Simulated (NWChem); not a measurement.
# BH3O2 (SMILES OBO) at HF/STO-3G

What is the vertical ionisation energy of BH3O2 at HF/STO-3G? 

Program for the calculation: NWChem 7.3.0.

7 further runs of the same task are left out: 2 that didn't finish, 5 set aside as unsound or not needed.

**1. The molecule**

BH3O2: 6 atoms, total charge 0, spin state singlet. As SMILES, `OBO`. Geometry: relaxed at PBE0-D4/def2-TZVP. This is one conformer, not always the lowest.

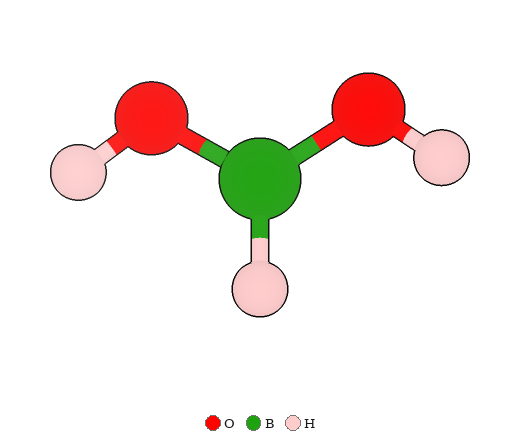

Viewed from a chosen angle; oxygen red, boron green, hydrogen pink.

**2. Energy and gradient at HF/STO-3G**

Input file nw.xyz:

```xyz
6
BH3O2
O     -1.176200    -0.524500    -0.251800
B      0.049500     0.028100    -0.072900
O      0.580600    -0.053800     1.172500
H     -1.494700    -0.433500    -1.150600
H      0.637800     0.565600    -0.976100
H      1.445200     0.354100     1.232800
```

Input file nw.nw:

```
start nw
title "BH3O2"
memory total 2200 mb

geometry noautosym nocenter noautoz
  load format xyz nw.xyz
end

basis spherical bse
  O library STO-3G
  B library STO-3G
  H library STO-3G
end

scf
  thresh 1e-08
  maxiter 80
  print low
end

task scf gradient
```

Run with:

```console
$ nwchem nw.nw > nw.out
```

The program printed:

```text
[...]
  functions       =    18
[...]
  wavefunction    = RHF
[...]
         Total SCF energy =   -173.885777539428
      One-electron energy =   -373.026961389364
      Two-electron energy =    132.435934486901
 Nuclear repulsion energy =     66.705249363035
        Time for solution =      0.3s
[...]
                         RHF ENERGY GRADIENTS
    atom               coordinates                        gradient
                 x          y          z           x          y          z
   1 O      -2.222696  -0.991161  -0.475833   -0.014085   0.002501  -0.034204
   2 B       0.093541   0.053101  -0.137761   -0.010494  -0.009589   0.016063
   3 O       1.097175  -0.101667   2.215704    0.033531   0.015259   0.004401
   4 H      -2.824573  -0.819196  -2.174319    0.006501  -0.004683   0.028615
   5 H       1.205267   1.068829  -1.844562    0.010958   0.010015  -0.016816
   6 H       2.731032   0.669152   2.329654   -0.026412  -0.013503   0.001941
 Task  times  cpu:        0.4s     wall:        0.4s
 Total times  cpu:        0.4s     wall:        0.4s
```

Run time: 1.2 s. Hardware: 1 thread of Intel Xeon 6975P-C (Granite Rapids), shared host; peak memory 0.1 GiB.

**3. The doublet cation: the energy at UHF/STO-3G**

Input file bh3o2.nw:

```
start bh3o2
memory stack 880 mb heap 220 mb global 1100 mb
charge 1

geometry noautosym nocenter noautoz
O     -1.176200    -0.524500    -0.251800
B      0.049500     0.028100    -0.072900
O      0.580600    -0.053800     1.172500
H     -1.494700    -0.433500    -1.150600
H      0.637800     0.565600    -0.976100
H      1.445200     0.354100     1.232800
end

basis spherical bse
O library STO-3G
B library STO-3G
H library STO-3G
end

scf
nopen 1
uhf
thresh 1e-08
maxiter 80
end

task scf energy
```

Run with:

```console
$ nwchem bh3o2.nw > bh3o2.out
```

The program printed:

```text
[...]
  functions       =    18
[...]
  wavefunction    = UHF
[...]
         Total SCF energy =   -173.596409110837
      One electron energy =   -363.554723899360
      Two electron energy =    123.253065425488
 Nuclear repulsion energy =     66.705249363035
                       Sz =      0.5000
                 Sz(Sz+1) =      0.7500
                      S^2 =      0.9619
[...]
```

Wall time 2.9 s (1 thread of Intel Xeon 6975P-C (Granite Rapids), shared host); peak memory 0.1 GiB.

**4. Outcome**

Level: HF/STO-3G.

| quantity | value |
| --- | --- |
| singlet BH3O2: total energy | -173.88578 Eh |
| singlet BH3O2: largest force on an atom | 1.908 eV/Å |
| doublet cation: total energy | -173.59641 Eh |
| doublet cation: HOMO energy (highest over α and β) | -17.83 eV |
| doublet cation: LUMO energy (lowest over α and β) | -5.66 eV |
| doublet cation: ⟨S²⟩ | 0.962 |
| vertical ionisation energy (to the doublet cation) | 7.874 eV |

What this shows: Removing an electron at fixed nuclei costs 7.87 eV (182 kcal/mol). The largest force (singlet BH3O2) is 1.91 eV/Å: the shape isn't a stationary point for this species at this level. In a minimal basis such a difference can be off by several eV, whatever the method. ⟨S²⟩ (doublet cation) is 0.96 where a pure doublet has 0.75: the reference is spin-contaminated.
